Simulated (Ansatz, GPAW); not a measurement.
# A 7-layer slab of V(110): work function by functional and basis, part 2 of 3

How far do functional and basis move the work function of a 7-layer slab of V(110)?

GPAW 26.7.0 and Ansatz 0.2.0; Ansatz plane waves; slab in vacuum with a dipole correction, relaxation (the session's first sound run).

So far: The starting structure; Relaxation.

### Step 2. Relaxation (continued)

The valence density, planar mean oscillates, so the rows of the table below give means over windows of 2.14 Å about each position, cut where the curve ends. Its maxima inside the range that stand out by 2 % of the span (Å: e/Å³): 9.0: 2.07, 11.1: 2.06, 13.3: 2.06, 15.4: 2.05, 17.4: 2.05, 19.5: 2.06, 21.5: 2.07. Its minima: 10.1: 0.270, 12.3: 0.268, 14.3: 0.279, 16.4: 0.280, 18.5: 0.271, 20.5: 0.322.

Valence density, planar mean against z; means over each step:

| z (Å) | valence density, planar mean (e/Å³) |
| --- | --- |
| 3.21 | 5.6e-6 |
| 5.35 | 9.0e-4 |
| 7.49 | 0.133 |
| 9.63 | 0.946 |
| 11.77 | 0.944 |
| 13.91 | 0.967 |
| 16.05 | 0.975 |
| 18.19 | 0.957 |
| 20.33 | 1.07 |
| 22.47 | 0.594 |
| 24.61 | 0.00331 |
| 26.75 | 2.3e-5 |

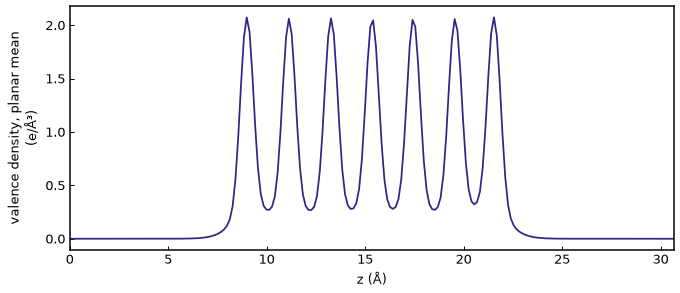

Valence density, planar mean against z.

The relaxation lowered the energy of the cell by 0.0602 eV.

### Step 3. Plane waves, PBE

The work function is the vacuum plateau of the electrostatic potential less the Fermi level; a dipole layer lets the two faces have plateaus of their own.

This step: GPAW, PAW setups; slab in vacuum (GPAW 26.7.0).

Contents of run.py:

```python
import json
import numpy as np
from ase import Atoms
from gpaw import GPAW, PW

slab = Atoms(
    ['V', 'V', 'V', 'V', 'V', 'V', 'V'],
    positions=[
        [0.00000, 0.00000, 9.00000],
        [2.13546, 0.00000, 11.13546],
        [0.00000, 0.00000, 13.27092],
        [2.13546, 0.00000, 15.36242],
        [0.00000, 0.00000, 17.44673],
        [2.13546, 0.00000, 19.56463],
        [0.00000, 0.00000, 21.53695]],
    cell=[[2.13546, -1.51, 0.0], [2.13546, 1.51, 0.0], [0.0, 0.0, 30.81277]],
    pbc=[True, True, False])

slab.calc = GPAW(mode=PW(400), xc='PBE', kpts={'size': (13, 13, 1), 'gamma': True},
                 occupations={'name': 'fermi-dirac', 'width': 0.1}, nbands='160%',
                 convergence={'density': 1e-05}, maxiter=200,
                 poissonsolver={'dipolelayer': 'xy'},
                 symmetry={'tolerance': 1e-3}, txt='slab.txt')
result = {}
energy = slab.get_potential_energy()
fermi = slab.calc.get_fermi_level()
v = slab.calc.get_electrostatic_potential().mean((0, 1)) - fermi
n = slab.calc.get_pseudo_density().mean((0, 1))
L = slab.cell[2, 2]
z = np.arange(len(v)) * L / len(v)
low, high = slab.positions[:, 2].min(), slab.positions[:, 2].max()
below, above = np.interp([low - 6.8, high + 6.8], z, v)
slopes = [np.interp(x, z, np.gradient(v, z)) for x in (low - 6.8, high + 6.8)]
eps = np.array([[slab.calc.get_eigenvalues(k, s) for k in range(len(slab.calc.get_ibz_k_points()))]
                for s in range(slab.calc.get_number_of_spins())]) - fermi
top, bottom = eps[eps < 0].max(), eps[eps > 0].min()
dipole = slab.get_dipole_moment()[2]
print(f'energy {energy:.4f} eV, Fermi level {fermi:.4f} eV, dipole {dipole:.5f} e A')
print(f'potential 6.8 A off the faces, from the Fermi level: lower {below:.4f} eV, upper {above:.4f} eV')
print(f'slope of the potential there: lower {slopes[0]:.5f}, upper {slopes[1]:.5f} eV/A')
print(f'nearest levels on the mesh: {top:.4f} and {bottom:.4f} eV')
print('magnetic moment', round(slab.get_magnetic_moment(), 3))
result.update(energy=energy, fermi=fermi, dipole=dipole, below=below, above=above, slopes=slopes, edges=[top, bottom],
              z=z.tolist(), v=v.tolist(), n=n.tolist(), positions=slab.positions.tolist(),
              forces=slab.get_forces(apply_constraint=False).tolist(), moments=slab.get_magnetic_moments().tolist())
json.dump(result, open('result.json', 'w'))
```

Started as:

```bash
> OMP_NUM_THREADS=1 OPENBLAS_NUM_THREADS=1 python run.py
```

Numbers of over 12 decimals in the logs are rounded to 6 here.

The log of the run:

```text
energy -57.4769 eV, Fermi level 2.1836 eV, dipole 0.00301 e A
potential 6.8 A off the faces, from the Fermi level: lower 4.7689 eV, upper 4.6834 eV
slope of the potential there: lower -0.00004, upper -0.00008 eV/A
nearest levels on the mesh: -0.0015 and 0.0010 eV
magnetic moment 0.0
```

It took 15 min on 1 thread of Arm Neoverse V1, shared host; peak memory 0.42 GiB.

Numbers from this step:

* dipole along the normal: 0.003009 e·Å
* levels nearest the Fermi level on the mesh: -0.001479, 9.92e-4 eV from the Fermi level
* upper work function: 4.683 eV
* lower work function: 4.769 eV

The electrostatic potential energy of an electron (without an applied field's), less the Fermi level, planar mean oscillates, so the rows of the table below give means over windows of 2.14 Å about each position, cut where the curve ends. Its maxima inside the range that stand out by 2 % of the span (Å: eV): 10.1: -1.01, 12.2: -1.03, 14.3: -1.43, 16.4: -1.50, 18.5: -1.20, 20.5: -2.46. Its minima: 9.0: -19.9, 11.1: -19.8, 13.3: -19.7, 15.4: -19.6, 17.4: -19.7, 19.6: -19.8, 21.5: -19.9.

Electrostatic potential energy of an electron (without an applied field's), less the Fermi level, planar mean against z; means over each step:

| z (Å) | electrostatic potential energy of an electron (without an applied field's), less the Fermi level, planar mean (eV) |
| --- | --- |
| 1.07 | 4.77 |
| 3.21 | 4.77 |
| 5.35 | 4.74 |
| 7.49 | 1.16 |
| 9.63 | -9.34 |
| 11.77 | -9.25 |
| 13.91 | -9.55 |
| 16.05 | -9.63 |
| 18.19 | -9.40 |
| 20.33 | -10.8 |
| 22.47 | -4.74 |
| 24.61 | 4.57 |
| 26.75 | 4.68 |
| 28.89 | 4.68 |

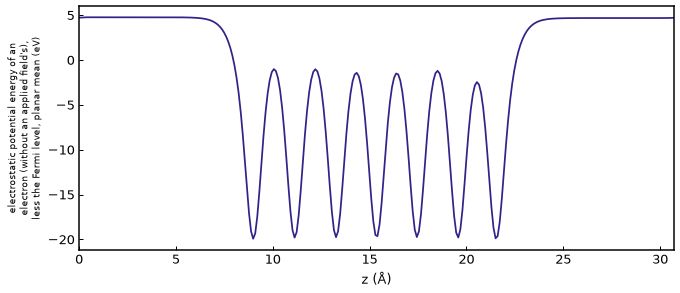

Electrostatic potential energy of an electron (without an applied field's), less the Fermi level, planar mean, plotted against z.

The pseudo valence density, planar mean oscillates, so the rows of the table below give means over windows of 2.14 Å about each position, cut where the curve ends. Its maxima inside the range that stand out by 2 % of the span (Å: e/Å³): 9.0: 2.33, 11.1: 2.32, 13.3: 2.32, 15.4: 2.29, 17.5: 2.19, 19.5: 2.20, 21.6: 2.26. Its minima: 10.1: 0.268, 12.2: 0.265, 14.3: 0.277, 16.5: 0.283, 18.4: 0.276, 20.5: 0.321.

The pseudo valence density, planar mean by z; means over each step:

| z (Å) | pseudo valence density, planar mean (e/Å³) |
| --- | --- |
| 3.21 | 5.8e-6 |
| 5.35 | 9.1e-4 |
| 7.49 | 0.124 |
| 9.63 | 0.946 |
| 11.77 | 0.944 |
| 13.91 | 0.965 |
| 16.05 | 0.973 |
| 18.19 | 0.956 |
| 20.33 | 1.08 |
| 22.47 | 0.604 |
| 24.61 | 0.00335 |
| 26.75 | 2.3e-5 |

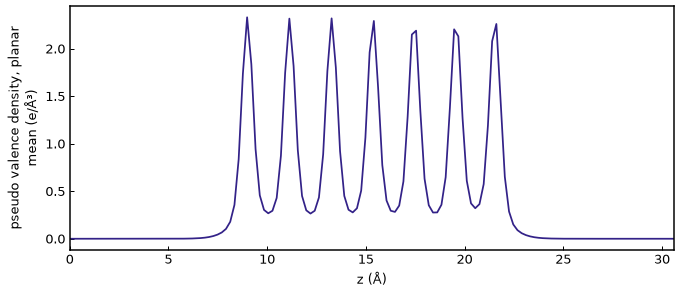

Pseudo valence density, planar mean against z.

Force by atom:

| atom | x (eV/Å) | y (eV/Å) | z (eV/Å) | size |
| --- | --- | --- | --- | --- |
| V1 | 0.000 | 0.000 | 0.513 | 0.513 |
| V2 | 0.000 | 0.000 | -0.382 | 0.382 |
| V3 | 0.000 | 0.000 | -0.187 | 0.187 |
| V4 | 0.000 | 0.000 | -0.005 | 0.005 |
| V5 | 0.000 | 0.000 | 0.020 | 0.020 |
| V6 | 0.000 | 0.000 | -0.044 | 0.044 |
| V7 | 0.000 | 0.000 | 0.084 | 0.084 |

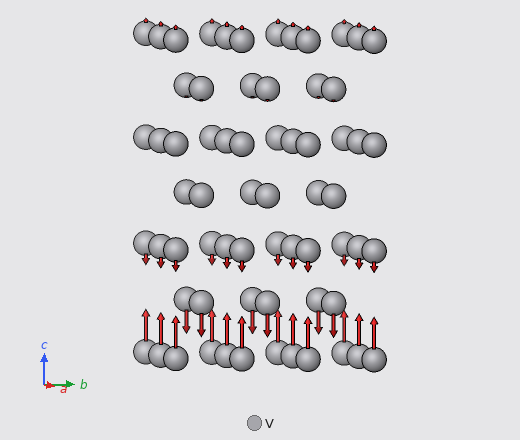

Force as arrows, the longest 0.513 eV/Å. 2×3×1 cells are drawn. Some periodic images of atoms are drawn too.

The potential is flat to 8.2e-5 eV/Å where it is read, so the vacuum is wide enough. The geometry is the other program's minimum; here the largest force on a free atom is 0.084 eV/Å.

### Step 4. Self-consistent run: xc = "LDA"

The same geometry under LDA, to see how far the functional moves the levels against the vacuum.

run.py, as its differences from that of step 3:

```diff
@@ -18,3 +18,3 @@
 
-slab.calc = GPAW(mode=PW(400), xc='PBE', kpts={'size': (13, 13, 1), 'gamma': True},
+slab.calc = GPAW(mode=PW(400), xc='LDA', kpts={'size': (13, 13, 1), 'gamma': True},
                  occupations={'name': 'fermi-dirac', 'width': 0.1}, nbands='160%',
```

The log of the run:

```text
energy -64.1231 eV, Fermi level 1.9056 eV, dipole 0.00284 e A
potential 6.8 A off the faces, from the Fermi level: lower 4.9875 eV, upper 4.9068 eV
slope of the potential there: lower -0.00003, upper -0.00009 eV/A
nearest levels on the mesh: -0.0016 and 0.0040 eV
magnetic moment 0.0
```

Elapsed: 15 min, on 1 thread; peak memory 0.42 GiB.

This step gave:

| Quantity | Value |
| --- | --- |
| dipole along the normal | 0.002839 e·Å |
| levels nearest the Fermi level on the mesh | -0.001630, 0.003985 eV from the Fermi level |
| upper work function | 4.907 eV |
| lower work function | 4.987 eV |

The electrostatic potential energy of an electron (without an applied field's), less the Fermi level, planar mean oscillates, so the rows of the table below give means over windows of 2.14 Å about each position, cut where the curve ends. Its maxima inside the range that stand out by 2 % of the span (Å: eV): 10.1: -0.675, 12.2: -0.690, 14.3: -1.08, 16.4: -1.15, 18.5: -0.864, 20.5: -2.09. Its minima: 9.0: -19.6, 11.1: -19.5, 13.3: -19.4, 15.4: -19.3, 17.4: -19.4, 19.6: -19.5, 21.5: -19.6.

Table of electrostatic potential energy of an electron (without an applied field's), less the Fermi level, planar mean by z; means over each step:

| z (Å) | electrostatic potential energy of an electron (without an applied field's), less the Fermi level, planar mean (eV) |
| --- | --- |
| 1.07 | 4.98 |
| 3.21 | 4.99 |
| 5.35 | 4.96 |
| 7.49 | 1.42 |
| 9.63 | -9.00 |
| 11.77 | -8.91 |
| 13.91 | -9.21 |
| 16.05 | -9.29 |
| 18.19 | -9.06 |
| 20.33 | -10.4 |
| 22.47 | -4.45 |
| 24.61 | 4.80 |
| 26.75 | 4.91 |
| 28.89 | 4.91 |

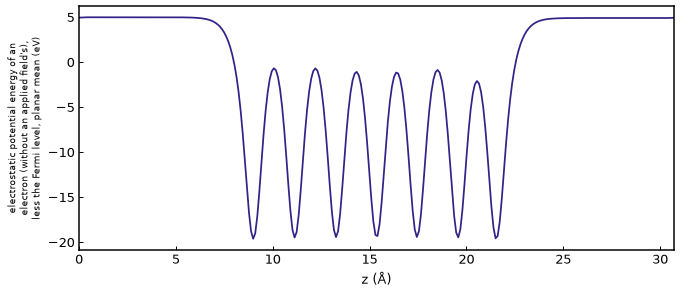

Electrostatic potential energy of an electron (without an applied field's), less the Fermi level, planar mean against z.

The pseudo valence density, planar mean oscillates, so the rows of the table below give means over windows of 2.14 Å about each position, cut where the curve ends. Its maxima inside the range that stand out by 2 % of the span (Å: e/Å³): 9.0: 2.33, 11.1: 2.31, 13.3: 2.32, 15.4: 2.29, 17.5: 2.19, 19.5: 2.20, 21.6: 2.26. Its minima: 10.1: 0.267, 12.2: 0.264, 14.3: 0.276, 16.5: 0.282, 18.4: 0.275, 20.5: 0.321.

The pseudo valence density, planar mean by z; means over each step:

| z (Å) | pseudo valence density, planar mean (e/Å³) |
| --- | --- |
| 3.21 | 5.0e-6 |
| 5.35 | 9.0e-4 |
| 7.49 | 0.124 |
| 9.63 | 0.946 |
| 11.77 | 0.944 |
| 13.91 | 0.965 |
| 16.05 | 0.973 |
| 18.19 | 0.956 |
| 20.33 | 1.08 |
| 22.47 | 0.604 |
| 24.61 | 0.00331 |
| 26.75 | 2.1e-5 |

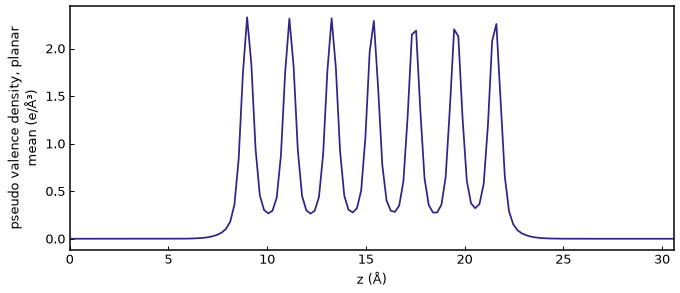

Pseudo valence density, planar mean, plotted against z.

Force by atom:

| atom | x (eV/Å) | y (eV/Å) | z (eV/Å) | size |
| --- | --- | --- | --- | --- |
| V1 | 0.00 | 0.00 | 1.04 | 1.04 |
| V2 | 0.00 | 0.00 | -0.39 | 0.39 |
| V3 | 0.00 | 0.00 | -0.15 | 0.15 |
| V4 | 0.00 | 0.00 | 0.00 | 0.00 |
| V5 | 0.00 | 0.00 | -0.02 | 0.02 |
| V6 | 0.00 | 0.00 | 0.09 | 0.09 |
| V7 | 0.00 | 0.00 | -0.57 | 0.57 |

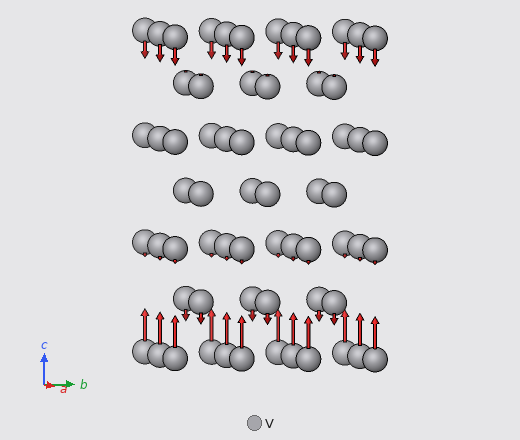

Force as arrows, the longest 1.04 eV/Å. 2×3×1 cells are drawn. Some periodic images of atoms are drawn too.

The upper face's work function is 4.907 eV, against 4.683 eV in the first plane-wave PBE run at this geometry.

### Step 5. OptPBE vdW: xc = "optPBE-vdW"

The same geometry under optPBE-vdW, to see how far the functional moves the levels against the vacuum (the van der Waals functionals take revPBE setups).

run.py, as its differences from that of step 4:

```diff
@@ -18,3 +18,3 @@
 
-slab.calc = GPAW(mode=PW(400), xc='LDA', kpts={'size': (13, 13, 1), 'gamma': True},
+slab.calc = GPAW(mode=PW(400), xc='optPBE-vdW', kpts={'size': (13, 13, 1), 'gamma': True},
                  occupations={'name': 'fermi-dirac', 'width': 0.1}, nbands='160%',
```

The log of the run:

```text
energy -113.8950 eV, Fermi level 2.1149 eV, dipole 0.00298 e A
potential 6.8 A off the faces, from the Fermi level: lower 4.8980 eV, upper 4.8134 eV
slope of the potential there: lower -0.00006, upper -0.00007 eV/A
nearest levels on the mesh: -0.0032 and 0.0090 eV
magnetic moment 0.0
```

The job ended after 14 min (1 thread; peak memory 0.57 GiB).

This step gave:

* dipole along the normal: 0.002977 e·Å
* levels nearest the Fermi level on the mesh: -0.003169, 0.009047 eV from the Fermi level
* upper work function: 4.813 eV
* lower work function: 4.898 eV

The electrostatic potential energy of an electron (without an applied field's), less the Fermi level, planar mean oscillates, so the rows of the table below give means over windows of 2.14 Å about each position, cut where the curve ends. Its maxima inside the range that stand out by 2 % of the span (Å: eV): 10.1: -1.10, 12.2: -1.11, 14.3: -1.51, 16.4: -1.58, 18.5: -1.29, 20.5: -2.53. Its minima: 9.0: -19.8, 11.1: -19.7, 13.3: -19.6, 15.4: -19.5, 17.4: -19.6, 19.6: -19.7, 21.5: -19.8.

Table of electrostatic potential energy of an electron (without an applied field's), less the Fermi level, planar mean by z; means over each step:

| z (Å) | electrostatic potential energy of an electron (without an applied field's), less the Fermi level, planar mean (eV) |
| --- | --- |
| 1.07 | 4.89 |
| 3.21 | 4.90 |
| 5.35 | 4.86 |
| 7.49 | 1.20 |
| 9.63 | -9.32 |
| 11.77 | -9.23 |
| 13.91 | -9.53 |
| 16.05 | -9.62 |
| 18.19 | -9.38 |
| 20.33 | -10.8 |
| 22.47 | -4.69 |
| 24.61 | 4.68 |
| 26.75 | 4.81 |
| 28.89 | 4.81 |

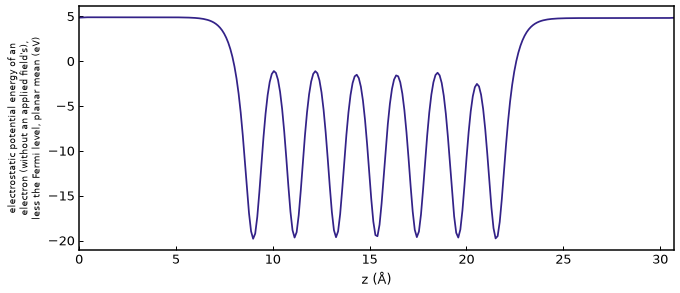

Electrostatic potential energy of an electron (without an applied field's), less the Fermi level, planar mean, plotted against z.

The upper face's work function is 4.813 eV, against 4.683 eV in the first plane-wave PBE run at this geometry.

### Step 6. Self-consistent run: xc = "RPBE"

The same geometry under RPBE, to see how far the functional moves the levels against the vacuum.

run.py, as its differences from that of step 5:

```diff
@@ -18,3 +18,3 @@
 
-slab.calc = GPAW(mode=PW(400), xc='optPBE-vdW', kpts={'size': (13, 13, 1), 'gamma': True},
+slab.calc = GPAW(mode=PW(400), xc='RPBE', kpts={'size': (13, 13, 1), 'gamma': True},
                  occupations={'name': 'fermi-dirac', 'width': 0.1}, nbands='160%',
```

The log of the run:

```text
energy -54.2291 eV, Fermi level 2.2998 eV, dipole 0.00296 e A
potential 6.8 A off the faces, from the Fermi level: lower 4.6480 eV, upper 4.5639 eV
slope of the potential there: lower -0.00004, upper -0.00008 eV/A
nearest levels on the mesh: -0.0037 and 0.0014 eV
magnetic moment 0.0
```

It took 16 min on 1 thread; peak memory 0.42 GiB.

Numbers from this step:

```
dipole along the normal                    : 0.002961 e·Å
levels nearest the Fermi level on the mesh : -0.003704, 0.001398 eV from the Fermi level
upper work function                        : 4.564 eV
lower work function                        : 4.648 eV
```

The electrostatic potential energy of an electron (without an applied field's), less the Fermi level, planar mean oscillates, so the rows of the table below give means over windows of 2.14 Å about each position, cut where the curve ends. Its maxima inside the range that stand out by 2 % of the span (Å: eV): 10.1: -1.13, 12.2: -1.14, 14.3: -1.55, 16.4: -1.62, 18.5: -1.32, 20.5: -2.58. Its minima: 9.0: -20.0, 11.1: -19.9, 13.3: -19.8, 15.4: -19.7, 17.4: -19.8, 19.6: -19.9, 21.5: -20.0.

The electrostatic potential energy of an electron (without an applied field's), less the Fermi level, planar mean by z; means over each step:

| z (Å) | electrostatic potential energy of an electron (without an applied field's), less the Fermi level, planar mean (eV) |
| --- | --- |
| 1.07 | 4.64 |
| 3.21 | 4.65 |
| 5.35 | 4.62 |
| 7.49 | 1.04 |
| 9.63 | -9.45 |
| 11.77 | -9.36 |
| 13.91 | -9.66 |
| 16.05 | -9.75 |
| 18.19 | -9.51 |
| 20.33 | -10.9 |
| 22.47 | -4.85 |
| 24.61 | 4.45 |
| 26.75 | 4.56 |
| 28.89 | 4.56 |

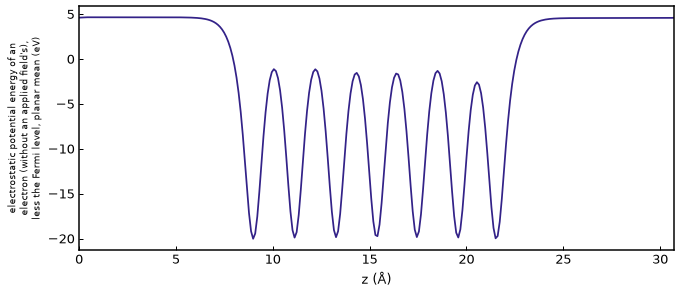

Electrostatic potential energy of an electron (without an applied field's), less the Fermi level, planar mean, plotted against z.

The upper face's work function is 4.564 eV, against 4.683 eV in the first plane-wave PBE run at this geometry.

### Step 7. Self-consistent run: xc = "vdW-DF2"

The same geometry under vdW-DF2, to see how far the functional moves the levels against the vacuum (the van der Waals functionals take revPBE setups).

run.py, as its differences from that of step 6:

```diff
@@ -18,3 +18,3 @@
 
-slab.calc = GPAW(mode=PW(400), xc='RPBE', kpts={'size': (13, 13, 1), 'gamma': True},
+slab.calc = GPAW(mode=PW(400), xc='vdW-DF2', kpts={'size': (13, 13, 1), 'gamma': True},
                  occupations={'name': 'fermi-dirac', 'width': 0.1}, nbands='160%',
```

The log of the run:

```text
energy -355.1377 eV, Fermi level 2.1170 eV, dipole 0.00312 e A
potential 6.8 A off the faces, from the Fermi level: lower 4.9640 eV, upper 4.8754 eV
slope of the potential there: lower -0.00009, upper -0.00007 eV/A
nearest levels on the mesh: -0.0004 and 0.0002 eV
magnetic moment 0.0
```

The job ended after 22 min (1 thread; peak memory 0.57 GiB).

This step gave:

```
dipole along the normal                    : 0.003116 e·Å
levels nearest the Fermi level on the mesh : -3.94e-4, 2.11e-4 eV from the Fermi level
upper work function                        : 4.875 eV
lower work function                        : 4.964 eV
```

The electrostatic potential energy of an electron (without an applied field's), less the Fermi level, planar mean oscillates, so the rows of the table below give means over windows of 2.14 Å about each position, cut where the curve ends. Its maxima inside the range that stand out by 2 % of the span (Å: eV): 10.1: -1.23, 12.2: -1.25, 14.3: -1.64, 16.4: -1.71, 18.5: -1.43, 20.5: -2.65. Its minima: 9.0: -19.8, 11.1: -19.7, 13.3: -19.7, 15.4: -19.5, 17.4: -19.6, 19.6: -19.7, 21.5: -19.8.

Table of electrostatic potential energy of an electron (without an applied field's), less the Fermi level, planar mean by z; means over each step:

| z (Å) | electrostatic potential energy of an electron (without an applied field's), less the Fermi level, planar mean (eV) |
| --- | --- |
| 1.07 | 4.96 |
| 3.21 | 4.96 |
| 5.35 | 4.92 |
| 7.49 | 1.21 |
| 9.63 | -9.38 |
| 11.77 | -9.31 |
| 13.91 | -9.61 |
| 16.05 | -9.70 |
| 18.19 | -9.46 |
| 20.33 | -10.8 |
| 22.47 | -4.68 |
| 24.61 | 4.73 |
| 26.75 | 4.87 |
| 28.89 | 4.88 |

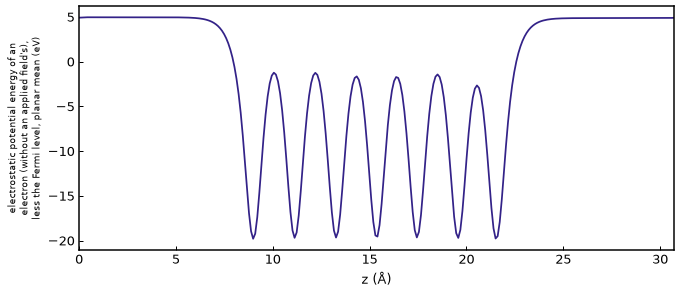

Electrostatic potential energy of an electron (without an applied field's), less the Fermi level, planar mean, plotted against z.

The upper face's work function is 4.875 eV, against 4.683 eV in the first plane-wave PBE run at this geometry.

[end of part 2 of 3]

[Logs are printed without paths, hosts, clocks, repeated set-up lines and the standing remarks that a program may print on its own settings, such as how far it seeks lower states.]

[Hosts, paths, dates, database ids (printed as entryN), source tags and the programs' standing remarks are cut or masked in the printed files.]
